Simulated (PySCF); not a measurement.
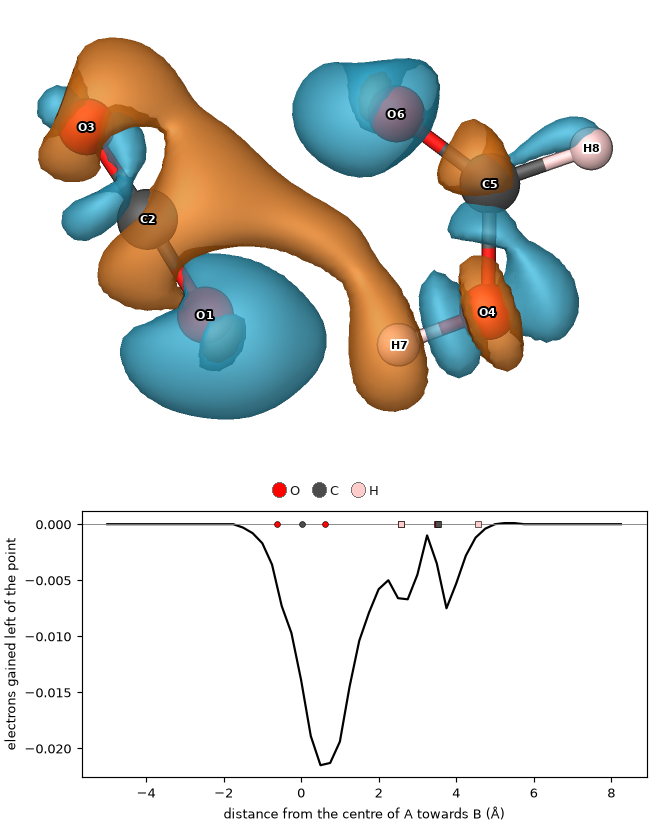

*C$_{2}$H$_{2}$O$_{4}$, SMILES `O=C=O.OC=O`. Density of the complex less the densities of the two fragments at the same geometry, ±0.004 e/Å³ (light blue: gain, orange: loss). Fragment A: CO2 (atoms 1–3); fragment B: H2CO2. Below: the charge-displacement curve along the line of centres (A on the left).*

PySCF calculation, PBE0/def2-SVP, gas phase; geometry: GFN2-xTB.

Input script:

```python
import numpy as np
from pyscf import gto, scf, dft
from pyscf.scf import atom_ks, atom_hf
from scipy.linalg import block_diag
from pyscf.dispersion import dftd3

def solve(mol, dm0=None, hcore=None):
    mf = (dft.UKS if mol.spin else dft.RKS)(mol, xc='pbe0')
    mf.grids.level = 3
    mf = mf.density_fit(auxbasis='def2-universal-jkfit')
    mf.conv_tol, mf.max_cycle = 1e-8, 80
    if hcore is not None:
        mf.get_hcore = lambda *args: hcore
    mf.kernel(dm0)
    if not mf.converged:
        mf = mf.newton().run(mf.mo_coeff, mf.mo_occ, max_cycle=30)
    assert mf.converged, 'SCF not converged'
    return mf

mol = gto.M(atom='''
O     -0.95345    -1.14236     0.00000
C     -1.64581    -0.22579     0.00000
O     -2.36655     0.65589     0.00000
O      1.92869    -0.80598     0.00000
C      1.81191     0.50393     0.00000
O      0.78406     1.11743     0.00000
H      1.05221    -1.23944     0.00000
H      2.80914     0.97078     0.00000
''', basis='def2-svp', charge=0, spin=0, verbose=4)
mol_a = gto.M(atom='''
O     -0.95345    -1.14236     0.00000
C     -1.64581    -0.22579     0.00000
O     -2.36655     0.65589     0.00000
ghost-O      1.92869    -0.80598     0.00000
ghost-C      1.81191     0.50393     0.00000
ghost-O      0.78406     1.11743     0.00000
ghost-H      1.05221    -1.23944     0.00000
ghost-H      2.80914     0.97078     0.00000
''', basis='def2-svp', charge=0, spin=0, verbose=4)
mol_b = gto.M(atom='''
ghost-O     -0.95345    -1.14236     0.00000
ghost-C     -1.64581    -0.22579     0.00000
ghost-O     -2.36655     0.65589     0.00000
O      1.92869    -0.80598     0.00000
C      1.81191     0.50393     0.00000
O      0.78406     1.11743     0.00000
H      1.05221    -1.23944     0.00000
H      2.80914     0.97078     0.00000
''', basis='def2-svp', charge=0, spin=0, verbose=4)
ab, a, b = solve(mol), solve(mol_a), solve(mol_b)
e_int = ab.e_tot - a.e_tot - b.e_tot
print('counterpoise-corrected interaction energy / kcal/mol', e_int * 627.5095)
def disp(atoms, charge):
    m = gto.M(atom=atoms, charge=charge, basis='sto-3g', spin=None, unit='Bohr', verbose=0)
    return dftd3.DFTD3Dispersion(m, xc='pbe0', version='d3bj').get_dispersion()['energy']
e_disp = disp(mol._atom, mol.charge) - disp(mol._atom[:3], mol_a.charge) - disp(mol._atom[3:], mol_b.charge)
print('D3(BJ) part / kcal/mol', e_disp * 627.5095)
# spherically averaged free atoms, for the promolecule
atm = atom_ks.get_atm_nrks(mol, xc='pbe0')
pro = block_diag(*[(atm[a[0]][2] * atm[a[0]][3]) @ atm[a[0]][2].T for a in mol._atom])
np.savez('result.npz', e_int=e_int, e_disp=e_disp, dm_a=a.make_rdm1(), dm_b=b.make_rdm1(), c=ab.mo_coeff, occ=ab.mo_occ, eps=ab.mo_energy, pro=pro, d=[f.dip_moment(verbose=0) for f in (ab, a, b)])
```

Run with:

```sh
OMP_NUM_THREADS=1 python input.py
```

The run took 32 s on 1 thread of Intel(R) Xeon(R) Processor @ 2.70GHz, on a shared host, peak memory 0.44 GiB.

Partitions, critical points and surface values were worked out afterwards from this run's density.

Q: How is the density rearranged on binding?

A: Hirshfeld charges show 0.011 e passing from A to B. By Hirshfeld charges, electrons gather most on O1 (−0.030 e) and leave C2 most (+0.024 e); 0.10 e is displaced in all, which induces a dipole of 0.29 D.

Q: What is the interaction energy, and which contacts carry it?

A: The counterpoise-corrected interaction energy of the frozen fragments is −3.7 kcal/mol without dispersion correction and −4.8 kcal/mol with D3(BJ). The pair geometry is semi-empirical, not a minimum at this level. Contacts: O1···H7, hydrogen bond, 2.01 Å, ρ = 0.020 a.u.; O1···O6, 2.85 Å, ρ = 0.013 a.u., a bond path close to vanishing (ellipticity 2.0). The pose is a local one from a semi-empirical search, not shown to be the most stable.
